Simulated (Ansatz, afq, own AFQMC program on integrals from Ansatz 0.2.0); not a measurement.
**SiH5 (doublet): quantum Monte Carlo beside coupled cluster at distance H1–H2 along a hydrogen transfer = 0.745 Å, cc-pVTZ**

Aim: compute SiH5 (doublet) with auxiliary-field quantum Monte Carlo on the same integrals as coupled cluster, and set the energies side by side.

Computed with Ansatz 0.2.0, Gaussian basis, and an in-house AFQMC program (afq) on its integrals; all values are calculated. Level: cc-pVTZ, frozen cores.

To be run: PBE (unrestricted); CCSD(T) on UHF; r2SCAN (unrestricted); PBE0 (unrestricted); B3LYP (unrestricted); wB97M-V (unrestricted); B2PLYP (unrestricted); CCSDT(Q) on UHF; CCSD(T) on UHF; CCSD(T) on UHF; Phaseless AFQMC, CISD trial on UHF.

## Step 1: The system

The geometry derives from fragments relaxed apart (PBE0/def2-TZVP) and kept rigid, so it is no stationary point. A hydrogen atom is moved between rigid fragments.

6 atoms, charge 0, spin multiplicity 2.

Atoms are counted from 1 here; the program's logs count them from 0.

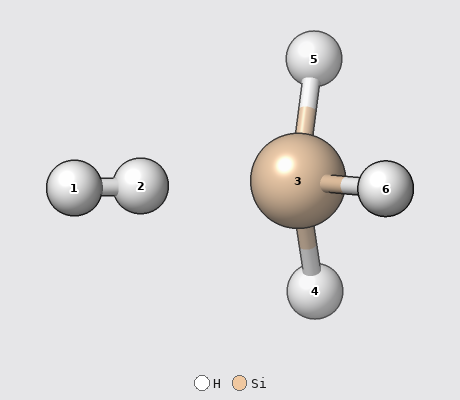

The structure; hydrogen white, silicon light orange; atoms are numbered from 1 in the order of the file.

As a file:

```tsv
atom	x (Å)	y (Å)	z (Å)
H1	-2.4285	0.0000	0.0000
H2	-1.6835	0.0000	0.0000
Si3	0.0895	0.0000	0.0000
H4	0.5395	-1.4163	0.0000
H5	0.5395	0.7081	-1.2265
H6	0.5395	0.7081	1.2265
```

## Step 2: PBE (unrestricted)

Input file in.yaml:

```yaml
crystal:
  periodic: [false, false, false]
  atoms:
    - {symbol: H, position_ang: [-2.428508, 0.000000, -0.000001]}
    - {symbol: H, position_ang: [-1.683508, 0.000000, -0.000001]}
    - {symbol: Si, position_ang: [0.089492, 0.000000, 0.000000]}
    - {symbol: H, position_ang: [0.539466, -1.416253, 0.000001]}
    - {symbol: H, position_ang: [0.539466, 0.708126, -1.226511]}
    - {symbol: H, position_ang: [0.539465, 0.708127, 1.226511]}
basis:
  gaussian: {orbitals: cc-pVTZ}
magnetization: {spin_polarized: true, initial_magnetization: 1}
hamiltonian: {xc: {name: PBE}}
output: {orbitals: {seedname: orbitals}}
```

The run is started by

```sh
ansatz run in.yaml --threads 1 --pin off --events-out ev --progress --plain --max-ram 5632MiB --backend cpu
```

The program printed:

```text
Functional definition: PBE
  name "PBE"
  cite "Perdew, Burke & Ernzerhof, Phys. Rev. Lett. 77, 3865 (1996) doi:10.1103/PhysRevLett.77.3865"
  parent pbe
  parameter kappa = 0.804
  parameter beta = 0.06672455060314922
  exchange = pbe_x(kappa = kappa, mu = beta*pi^2/3)
  correlation = pbe_c(beta = beta)
575 factors; their error is unknown
mean field evaluation 1: about -7950.9033 eV, gradient 1.1e1 eV
mean field evaluation 2: about -7951.7177 eV, gradient 4.5e0 eV
mean field evaluation 4: about -7951.8915 eV, gradient 1.8e-1 eV
mean field evaluation 8: about -7951.8675 eV, gradient 1.7e-2 eV
mean field evaluation 16: about -7951.8675 eV, gradient 1.6e-5 eV
mean field -7951.86747286 eV, -292.2257396584 hartree, gradient 1.6e-5 eV, S^2 0.753831; 0 other end points of the search recorded, 0 dependent functions left out
reference -7951.86750963 eV, -292.2257410096 hartree; 10, 9 occupied and 94, 95 virtual orbitals, 575 factors
Total energy: -7951.86750963 eV, -292.2257410096 hartree
```

Wall time 3.2 s (1 thread of AMD EPYC 7R13 (Zen 3), shared host); peak memory 0.73 GiB.

From the report: ⟨S²⟩ of the determinant 0.754 (pure doublet: 0.75).

## Step 3: CCSD(T) on UHF

Changes to in.yaml since step 2:

```diff
@@ -12,3 +12,2 @@
 magnetization: {spin_polarized: true, initial_magnetization: 1}
-hamiltonian: {xc: {name: PBE}}
-output: {orbitals: {seedname: orbitals}}
+correlation: {method: ccsd_t, electrons: outside_noble_gas, hamiltonian_folder: ham}
```

The run is started by

```sh
ansatz run in.yaml --threads 1 --pin off --events-out ev --progress --plain --max-ram 16896MiB --backend cuda --devices 0, --max-vram 18GiB
```

The program printed, shortened:

```text
Functional definition: HF
  name "HF"
  cite "Fock, Z. Phys. 61, 126 (1930) doi:10.1007/BF01340294"
  parent pbe
[...]
570 factors; integrals over basis functions are off by at most 1.5e-3 eV
[...]
mean field -7938.49079600 eV, -291.7341558508 hartree, gradient 3.8e-6 eV, S^2 0.766211; 0 other end points of the search recorded, 0 dependent functions left out
5 core orbitals not correlated: weight in the atoms' cores, before any rotation towards them, 1.000 or more for the frozen orbitals, at most 0.000 for the correlated occupied ones
reference -7938.49079600 eV, -291.7341558508 hartree; 5, 4 occupied and 94, 95 virtual orbitals, 570 factors
second order -4.29018499 eV of doubles, -0.00000000 eV of singles
cycle   1  -4.94438549 eV  change   -6.5e-1 eV  update   6.1e-2
[...]
cycle  10  -5.21238432 eV  change   -3.6e-7 eV  update   4.0e-6
perturbative correction -0.12576998 eV, -0.0046219614 hartree
Total energy: -7943.82895030 eV, -291.9303294030 hartree
```

It took 5 s on 1 × NVIDIA H100 80GB HBM3 with 1 thread of AMD EPYC 7R13 (Zen 3), shared host; peak host memory 0.86 GiB.

From the report: ⟨S²⟩ of the determinant 0.766 (pure doublet: 0.75); correlation -5.3382 eV; T1 0.015; largest double amplitude 0.03.

This run also writes the integrals to the folder ham.

## Step 4: r2SCAN (unrestricted)

Changes to in.yaml since step 3:

```diff
@@ -12,2 +12,2 @@
 magnetization: {spin_polarized: true, initial_magnetization: 1}
-correlation: {method: ccsd_t, electrons: outside_noble_gas, hamiltonian_folder: ham}
+hamiltonian: {xc: {name: r2SCAN}}
```

The run is started by

```sh
ansatz run in.yaml --threads 1 --pin off --events-out ev --progress --plain --max-ram 5632MiB --backend cpu
```

The program printed:

```text
Functional definition: r2SCAN
  name "r2SCAN"
  cite "Furness, Kaplan, Ning, Perdew & Sun, J. Phys. Chem. Lett. 11, 8208 (2020) doi:10.1021/acs.jpclett.0c02405"
  cite "Furness, Kaplan, Ning, Perdew & Sun, J. Phys. Chem. Lett. 11, 9248 (2020) doi:10.1021/acs.jpclett.0c03077"
  parent r2scan
  parameter k0 = 0.174
  parameter k1 = 0.065
  parameter a1 = 4.9479
  exchange = r2scan_x(k0 = k0, k1 = k1, a1 = a1)
  correlation = r2scan_c
575 factors; their error is unknown
mean field evaluation 1: about -7954.9305 eV, gradient 9.2e0 eV
mean field evaluation 2: about -7955.4991 eV, gradient 3.1e0 eV
mean field evaluation 4: about -7955.5636 eV, gradient 2.4e-1 eV
mean field evaluation 8: about -7955.5397 eV, gradient 2.7e-2 eV
mean field evaluation 16: about -7955.5397 eV, gradient 3.7e-5 eV
mean field -7955.53968758 eV, -292.3606910602 hartree, gradient 3.7e-5 eV, S^2 0.758701; 0 other end points of the search recorded, 0 dependent functions left out
reference -7955.53970076 eV, -292.3606915445 hartree; 10, 9 occupied and 94, 95 virtual orbitals, 575 factors
Total energy: -7955.53970076 eV, -292.3606915445 hartree
```

Run time: 2.3 s. Hardware: 1 thread of AMD EPYC 7R13 (Zen 3), shared host; peak memory 0.73 GiB.

From the report: ⟨S²⟩ of the determinant 0.759 (pure doublet: 0.75).

## Step 5: PBE0 (unrestricted)

Changes to in.yaml since step 4:

```diff
@@ -12,2 +12,3 @@
 magnetization: {spin_polarized: true, initial_magnetization: 1}
-hamiltonian: {xc: {name: r2SCAN}}
+hamiltonian: {xc: {name: PBE0}}
+output: {orbitals: {seedname: orbitals}}
```

Same command.

The program printed:

```text
Functional definition: PBE0
  name "PBE0"
  cite "Adamo & Barone, J. Chem. Phys. 110, 6158 (1999) doi:10.1063/1.478522"
  cite "Perdew, Burke & Ernzerhof, Phys. Rev. Lett. 77, 3865 (1996) doi:10.1103/PhysRevLett.77.3865"
  parent pbe
  parameter a = 0.25
  parameter kappa = 0.804
  parameter beta = 0.06672455060314922
  exchange = (1 - a)*pbe_x(kappa = kappa, mu = beta*pi^2/3) + a*exact_x
  correlation = pbe_c(beta = beta)
584 factors; their error is unknown
mean field evaluation 1: about -7952.4083 eV, gradient 6.8e0 eV
mean field evaluation 2: about -7952.7141 eV, gradient 1.8e0 eV
mean field evaluation 4: about -7952.7395 eV, gradient 1.7e-1 eV
mean field evaluation 8: about -7952.7709 eV, gradient 1.9e-2 eV
mean field evaluation 16: about -7952.7709 eV, gradient 2.5e-5 eV
mean field -7952.77090023 eV, -292.2589400017 hartree, gradient 2.5e-5 eV, S^2 0.755662; 0 other end points of the search recorded, 0 dependent functions left out
reference -7952.77092822 eV, -292.2589410302 hartree; 10, 9 occupied and 94, 95 virtual orbitals, 584 factors
Total energy: -7952.77092822 eV, -292.2589410302 hartree
```

Wall time 1.3 s (1 thread of AMD EPYC 7R13 (Zen 3), shared host); peak memory 0.73 GiB.

From the report: ⟨S²⟩ of the determinant 0.756 (pure doublet: 0.75).

## Step 6: B3LYP (unrestricted)

Changes to in.yaml since step 5:

```diff
@@ -12,3 +12,2 @@
 magnetization: {spin_polarized: true, initial_magnetization: 1}
-hamiltonian: {xc: {name: PBE0}}
-output: {orbitals: {seedname: orbitals}}
+hamiltonian: {xc: {name: B3LYP}}
```

Same command.

The program printed, shortened:

```text
Functional definition: B3LYP
  name "B3LYP"
  cite "Stephens, Devlin, Chabalowski & Frisch, J. Phys. Chem. 98, 11623 (1994) doi:10.1021/j100096a001"
  cite "Becke, Phys. Rev. A 38, 3098 (1988) doi:10.1103/PhysRevA.38.3098"
  cite "Lee, Yang & Parr, Phys. Rev. B 37, 785 (1988) doi:10.1103/PhysRevB.37.785"
  cite "Vosko, Wilk & Nusair, Can. J. Phys. 58, 1200 (1980) doi:10.1139/p80-159"
[...]
584 factors; their error is unknown
[...]
mean field -7957.21069046 eV, -292.4220992832 hartree, gradient 1.8e-5 eV, S^2 0.754055; 0 other end points of the search recorded, 0 dependent functions left out
reference -7957.21091719 eV, -292.4221076155 hartree; 10, 9 occupied and 94, 95 virtual orbitals, 584 factors
Total energy: -7957.21091719 eV, -292.4221076155 hartree
```

Run time: 1.2 s. Hardware: 1 thread of AMD EPYC 7R13 (Zen 3), shared host; peak memory 0.73 GiB.

From the report: ⟨S²⟩ of the determinant 0.754 (pure doublet: 0.75).

## Step 7: wB97M-V (unrestricted)

Changes to in.yaml since step 6:

```diff
@@ -12,2 +12,3 @@
 magnetization: {spin_polarized: true, initial_magnetization: 1}
-hamiltonian: {xc: {name: B3LYP}}
+hamiltonian: {xc: {name: wB97M-V}}
+output: {orbitals: {seedname: orbitals}}
```

Launched as before.

The program printed, shortened:

```text
Functional definition: wB97M-V
  name "wB97M-V"
  cite "Mardirossian & Head-Gordon, J. Chem. Phys. 144, 214110 (2016) doi:10.1063/1.4952647"
  cite "Becke, J. Chem. Phys. 107, 8554 (1997) doi:10.1063/1.475007"
  cite "Vydrov & Van Voorhis, J. Chem. Phys. 133, 244103 (2010) doi:10.1063/1.3521275"
  # Of w^i u^j: cxij and so on, Table III.
[...]
  gx(w, u) = 1 - cx + cx01*u + cx10*w
  gss(w, u) = css00 + css04*u^4 + css10*w + css20*w^2 + css43*w^4*u^3
  gos(w, u) = cos00 + cos10*w + (cos20 + cos21*u)*w^2 + (cos60 + cos61*u)*w^6
[...]
      + integral(e_c_pw_mod_opposite_spin*gos(b97_w_opposite, b97_u_opposite)) + vv10(b, c)
584 factors; their error is unknown
157 factors; integrals over basis functions are off by at most 2.3e-5 eV
[...]
mean field -7954.91954230 eV, -292.3379011413 hartree, gradient 4.7e-5 eV, S^2 0.752672; 0 other end points of the search recorded, 0 dependent functions left out
reference -7954.91958483 eV, -292.3379027042 hartree; 10, 9 occupied and 94, 95 virtual orbitals, 584 factors
Total energy: -7954.91958483 eV, -292.3379027042 hartree
```

Wall time 4.4 s (1 thread of AMD EPYC 7R13 (Zen 3), shared host); peak memory 0.73 GiB.

From the report: ⟨S²⟩ of the determinant 0.753 (pure doublet: 0.75).

## Step 8: B2PLYP (unrestricted)

Changes to in.yaml since step 7:

```diff
@@ -12,3 +12,3 @@
 magnetization: {spin_polarized: true, initial_magnetization: 1}
-hamiltonian: {xc: {name: wB97M-V}}
-output: {orbitals: {seedname: orbitals}}
+hamiltonian: {xc: {name: B2PLYP}}
+correlation: {electrons: outside_noble_gas}
```

The command is unchanged.

The program printed, shortened:

```text
Functional definition: B2PLYP
  name "B2PLYP"
  cite "Grimme, J. Chem. Phys. 124, 034108 (2006) doi:10.1063/1.2148954"
  cite "Becke, Phys. Rev. A 38, 3098 (1988) doi:10.1103/PhysRevA.38.3098"
  cite "Lee, Yang & Parr, Phys. Rev. B 37, 785 (1988) doi:10.1103/PhysRevB.37.785"
[...]
570 factors; integrals over basis functions are off by at most 1.5e-3 eV
[...]
mean field -7951.28856093 eV, -292.2044650372 hartree, gradient 6.3e-6 eV, S^2 0.757936; 0 other end points of the search recorded, 0 dependent functions left out
5 core orbitals not correlated: weight in the atoms' cores, before any rotation towards them, 1.000 or more for the frozen orbitals, at most 0.000 for the correlated occupied ones
reference -7951.28870504 eV, -292.2044703330 hartree; 5, 4 occupied and 94, 95 virtual orbitals, 570 factors
second order -5.29036233 eV of doubles, -0.00000000 eV of singles
Total energy: -7952.71710287 eV, -292.2569629851 hartree
```

It took 1.9 s on 1 thread of AMD EPYC 7R13 (Zen 3), shared host; peak memory 0.73 GiB.

From the report: ⟨S²⟩ of the determinant 0.758 (pure doublet: 0.75).

## Step 9: CCSDT(Q) on UHF

Changes to in.yaml since step 8:

```diff
@@ -12,3 +12,2 @@
 magnetization: {spin_polarized: true, initial_magnetization: 1}
-hamiltonian: {xc: {name: B2PLYP}}
-correlation: {electrons: outside_noble_gas}
+correlation: {method: ccsdt_q, electrons: outside_noble_gas}
```

The run is started by

```sh
ansatz run in.yaml --threads 1 --pin off --events-out ev --progress --plain --max-ram 16896MiB --backend cuda --devices 0, --max-vram 18GiB
```

The program printed, shortened:

```text
Functional definition: HF
  name "HF"
  cite "Fock, Z. Phys. 61, 126 (1930) doi:10.1007/BF01340294"
  parent pbe
[...]
1269 factors; integrals over basis functions are off by at most 1.8e-7 eV
[...]
mean field -7938.49080599 eV, -291.7341562177 hartree, gradient 2.6e-6 eV, S^2 0.766211; 0 other end points of the search recorded, 0 dependent functions left out
5 core orbitals not correlated: weight in the atoms' cores, before any rotation towards them, 1.000 or more for the frozen orbitals, at most 0.000 for the correlated occupied ones
reference -7938.49080599 eV, -291.7341562177 hartree; 5, 4 occupied and 94, 95 virtual orbitals, 1269 factors
second order -4.29020786 eV of doubles, -0.00000000 eV of singles
cycle   1  -4.94434825 eV  change   -6.5e-1 eV  update   6.7e-2
[...]
cycle  14  -5.36350439 eV  change   -1.5e-7 eV  update   4.2e-7
perturbative correction -0.00357168 eV, -0.0001312569 hartree
Total energy: -7943.85788206 eV, -291.9313926254 hartree
```

It took 9.5 s on 1 × NVIDIA H100 80GB HBM3 with 1 thread of AMD EPYC 7R13 (Zen 3), shared host; peak host memory 0.91 GiB.

From the report: ⟨S²⟩ of the determinant 0.766 (pure doublet: 0.75); correlation -5.3671 eV; T1 0.016; largest double amplitude 0.03.

## Step 10: CCSD(T) on UHF

Changes to in.yaml since step 9:

```diff
@@ -10,4 +10,4 @@
 basis:
-  gaussian: {orbitals: cc-pVTZ}
+  gaussian: {orbitals: def2-TZVPP}
 magnetization: {spin_polarized: true, initial_magnetization: 1}
-correlation: {method: ccsdt_q, electrons: outside_noble_gas}
+correlation: {method: ccsd_t, electrons: outside_noble_gas}
```

Launched as before.

The program printed, shortened:

```text
Functional definition: HF
  name "HF"
  cite "Fock, Z. Phys. 61, 126 (1930) doi:10.1007/BF01340294"
  parent pbe
[...]
606 factors; integrals over basis functions are off by at most 2.3e-3 eV
[...]
mean field -7938.41189397 eV, -291.7312562545 hartree, gradient 6.4e-6 eV, S^2 0.766237; 0 other end points of the search recorded, 0 dependent functions left out
5 core orbitals not correlated: weight in the atoms' cores, before any rotation towards them, 1.000 or more for the frozen orbitals, at most 0.000 for the correlated occupied ones
reference -7938.41189397 eV, -291.7312562545 hartree; 5, 4 occupied and 102, 103 virtual orbitals, 606 factors
second order -4.29929377 eV of doubles, -0.00000000 eV of singles
cycle   1  -4.95329691 eV  change   -6.5e-1 eV  update   6.1e-2
[...]
cycle  10  -5.22307362 eV  change   -3.1e-7 eV  update   4.3e-6
perturbative correction -0.12646140 eV, -0.0046473706 hartree
Total energy: -7943.76142898 eV, -291.9278480403 hartree
```

Wall time 2 s (1 × NVIDIA H100 80GB HBM3 with 1 thread of AMD EPYC 7R13 (Zen 3), shared host); peak host memory 0.87 GiB.

From the report: ⟨S²⟩ of the determinant 0.766 (pure doublet: 0.75); correlation -5.3495 eV; T1 0.015; largest double amplitude 0.03.

## Step 11: CCSD(T) on UHF

Changes to in.yaml since step 10:

```diff
@@ -10,3 +10,3 @@
 basis:
-  gaussian: {orbitals: def2-TZVPP}
+  gaussian: {orbitals: "def2-QZVPP.json"}
 magnetization: {spin_polarized: true, initial_magnetization: 1}
```

The command is unchanged.

The program printed, shortened:

```text
Functional definition: HF
  name "HF"
  cite "Fock, Z. Phys. 61, 126 (1930) doi:10.1007/BF01340294"
  parent pbe
[...]
1266 factors; integrals over basis functions are off by at most 1.1e-3 eV
[...]
mean field -7938.67830822 eV, -291.7410467975 hartree, gradient 7.9e-7 eV, S^2 0.766349; 0 other end points of the search recorded, 0 dependent functions left out
5 core orbitals not correlated: weight in the atoms' cores, before any rotation towards them, 1.000 or more for the frozen orbitals, at most 0.000 for the correlated occupied ones
reference -7938.67830822 eV, -291.7410467975 hartree; 5, 4 occupied and 210, 211 virtual orbitals, 1266 factors
second order -4.57194298 eV of doubles, -0.00000000 eV of singles
cycle   1  -5.15877164 eV  change   -5.9e-1 eV  update   6.0e-2
[...]
cycle  10  -5.42996651 eV  change    3.7e-6 eV  update   5.9e-6
perturbative correction -0.14180911 eV, -0.0052113886 hartree
Total energy: -7944.25008384 eV, -291.9458057748 hartree
```

Run time: 2.7 s. Hardware: 1 × NVIDIA H100 80GB HBM3 with 1 thread of AMD EPYC 7R13 (Zen 3), shared host; peak host memory 0.88 GiB.

From the report: ⟨S²⟩ of the determinant 0.766 (pure doublet: 0.75); correlation -5.5718 eV; T1 0.016; largest double amplitude 0.03.

## Step 12: Phaseless AFQMC, CISD trial on UHF

It reads the integrals that the CCSD(T) run on this determinant wrote.

The run is started by

```sh
afq ham --method phaseless --trial cisd --walkers 1100 --populations 20 --least-time 60 --time-step 0.005 --steps-per-block 50 --equilibration-blocks 28 --max-blocks 4000 --target-error 0.00018 --factor-cut 1e-05 --start spin_pure --seed 1511 --release-times 0.24,0.51,0.99,1.62,2.4 --release-step 0.03 --release-every 3 --taylor-order 6
```

The program printed:

```text
orbitals 99  electrons 5 4  factors 566 of 570
reference energy -291.73415585 Eh
CCSD correlation -0.19155162 Eh in 10 cycles, weight of the determinant in the CISD state 0.9024
energy of the start -291.925304 Eh
 block  time / (1/Eh)  mean weight  energy / Eh
     1     0.250  0.9999  -291.923695
     2     0.500  0.9995  -291.924874
     3     0.750  0.9999  -291.926146
     4     1.000  0.9997  -291.927210
     5     1.250  1.0000  -291.928141
     6     1.500  0.9997  -291.928302
     7     1.750  0.9998  -291.929207
     8     2.000  0.9999  -291.929544
     9     2.250  1.0001  -291.929848
    10     2.500  1.0005  -291.930385
    11     2.750  1.0002  -291.930465
    12     3.000  1.0003  -291.930349
    13     3.250  1.0005  -291.930371
    14     3.500  0.9992  -291.930523
    15     3.750  1.0004  -291.930547
    16     4.000  0.9998  -291.930680
    17     4.250  0.9997  -291.930757
    18     4.500  0.9992  -291.931495
    19     4.750  0.9994  -291.931150
    20     5.000  1.0002  -291.931215
    21     5.250  1.0001  -291.931123
    22     5.500  0.9997  -291.931244
    23     5.750  0.9994  -291.930721
    24     6.000  0.9996  -291.930668
    25     6.250  0.9996  -291.930992
    26     6.500  0.9999  -291.931181
    27     6.750  0.9996  -291.931014
    28     7.000  1.0001  -291.931229
    29     7.250  0.9999  -291.930981
    30     7.500  0.9996  -291.930834
    31     7.750  1.0000  -291.930804
    32     8.000  1.0001  -291.930493
    33     8.250  1.0001  -291.931151
    34     8.500  0.9995  -291.930757
    35     8.750  1.0004  -291.931078
    36     9.000  0.9999  -291.931739
    37     9.250  1.0001  -291.931475
    38     9.500  0.9994  -291.931529
    39     9.750  0.9995  -291.931156
    40    10.000  1.0001  -291.930985
    41    10.250  0.9999  -291.931386
    42    10.500  1.0002  -291.931785
    43    10.750  1.0001  -291.931335
    44    11.000  0.9995  -291.931976
    45    11.250  1.0004  -291.931334
    46    11.500  0.9999  -291.931421
    47    11.750  0.9997  -291.931695
    48    12.000  1.0008  -291.931442
    49    12.250  0.9999  -291.931246
    50    12.500  0.9999  -291.931596
    51    12.750  1.0005  -291.931578
    52    13.000  0.9996  -291.931475
    53    13.250  0.9996  -291.931498
    54    13.500  0.9995  -291.931705
    55    13.750  0.9994  -291.931573
    56    14.000  1.0003  -291.931258
    57    14.250  0.9999  -291.930775
    58    14.500  0.9997  -291.930905
    59    14.750  0.9997  -291.930473
    60    15.000  1.0008  -291.931818
    61    15.250  1.0004  -291.931877
    62    15.500  0.9999  -291.931449
    63    15.750  1.0000  -291.931256
    64    16.000  0.9998  -291.930969
    65    16.250  0.9998  -291.931406
    66    16.500  1.0005  -291.931595
    67    16.750  0.9993  -291.931646
    68    17.000  1.0002  -291.931202
    69    17.250  0.9998  -291.930651
    70    17.500  0.9997  -291.930692
    71    17.750  0.9995  -291.930648
    72    18.000  1.0000  -291.930670
    73    18.250  1.0004  -291.930878
    74    18.500  0.9999  -291.931393
    75    18.750  0.9997  -291.931147
    76    19.000  0.9996  -291.930855
    77    19.250  1.0003  -291.930877
    78    19.500  0.9995  -291.931377
error from the spread of 20 populations
released: time / (1/Eh)  energy / Eh  error  mean overlap
  0.24  -291.931192  0.000117  0.9988
  0.51  -291.931229  0.000089  1.0008
  0.99  -291.931365  0.000096  0.9978
  1.62  -291.931222  0.000082  1.0003
  2.40  -291.931461  0.000111  0.9809
energy -291.931237 +/- 0.000126 Eh
```

Run time: 76 s. Hardware: 1 × NVIDIA H100 80GB HBM3 with 2 threads of AMD EPYC 7R13 (Zen 3), shared host; peak host memory 1.6 GiB.

Energy -7943.8536 ± 0.0034 eV. Caveats: constraint bias not in the error.

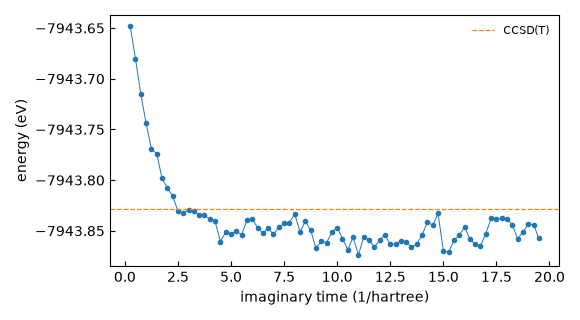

Block energies along the walk.

## Step 13: AFQMC on the ladder

On the UHF determinant, counted from CCSDT(Q) (a yardstick, not exact):

```tsv
level	energy (eV)	from CCSDT(Q) (meV)	statistical error (meV)	time
HF	-7938.4908	+5367.1		
MP2	-7942.7810	+1076.9		
CCSD	-7943.7032	+154.7		
CCSD(T)	-7943.8290	+28.9		
CCSDT(Q)	-7943.8579	0.0		
Phaseless AFQMC, CISD trial, step 0.005, 1100 walkers	-7943.8536	+4.2	3.4	76 s
```

The functionals' totals stand on their own zeros and serve differences with other points: PBE -7951.868 eV; r2SCAN -7955.540 eV; PBE0 -7952.771 eV; B3LYP -7957.211 eV; wB97M-V -7954.920 eV; B2PLYP -7952.717 eV.

## Step 14: Summary of results

| quantity | value |
| --- | --- |
| CCSD(T) on UHF from CCSDT(Q) | +28.9 meV |
| Phaseless AFQMC, CISD trial on UHF from CCSDT(Q) | +4.2 ± 3.4 meV |

What this shows: On UHF the phaseless walk with the CISD trial lies +4.2 meV from CCSDT(Q), within three error bars. Error bars are statistical and leave out the constraint, the time step and what remains of the start.
